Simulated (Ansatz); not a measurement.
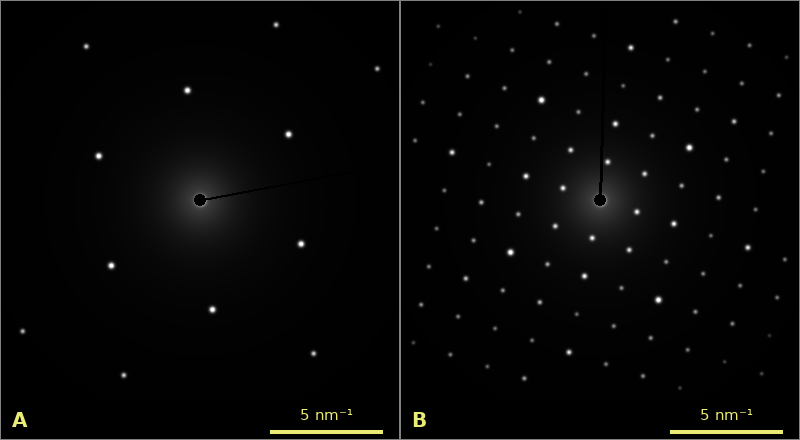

Kinematic electron diffraction patterns (200 kV, B = 0.5 Å², same scale, each along a low-index zone) of two structures of composition Sn2As3, each relaxed at zero pressure with DFT PBE, scalar-relativistic, plane waves, PAW (Ansatz 0.2.0).

The structures (standard cells):
1. R-3m (No. 166), a = 4.029 Å, c = 25.816 Å (hexagonal axes), 15 atoms; generated start, possibly hypothetical
2. Amm2 (No. 38), a = 4.874 Å, b = 7.678 Å, c = 8.580 Å, 10 atoms; generated start, possibly hypothetical

Question: Which pattern belongs to which structure, and along which zone?

Answer: A is structure 1 along [001]: hexagonal net of 1 1 0 at d = 2.01 Å and -1 2 0 at d = 2.01 Å, 60.0° apart. B is structure 2 along [100]: centred rectangular net of 0 1 -1 at d = 5.72 Å and 0 1 1 at d = 5.72 Å, 83.6° apart.

Question: Which structure lies lowest at this level of theory, and by how much?

Answer: Structure 1 (R-3m, 24.20 Å³ an atom) is the lowest of these; structure 2 (Amm2, 32.11 Å³ an atom) lies about 200 meV an atom higher. These are static energies at 0 K; other structures, not shown, may lie lower still.
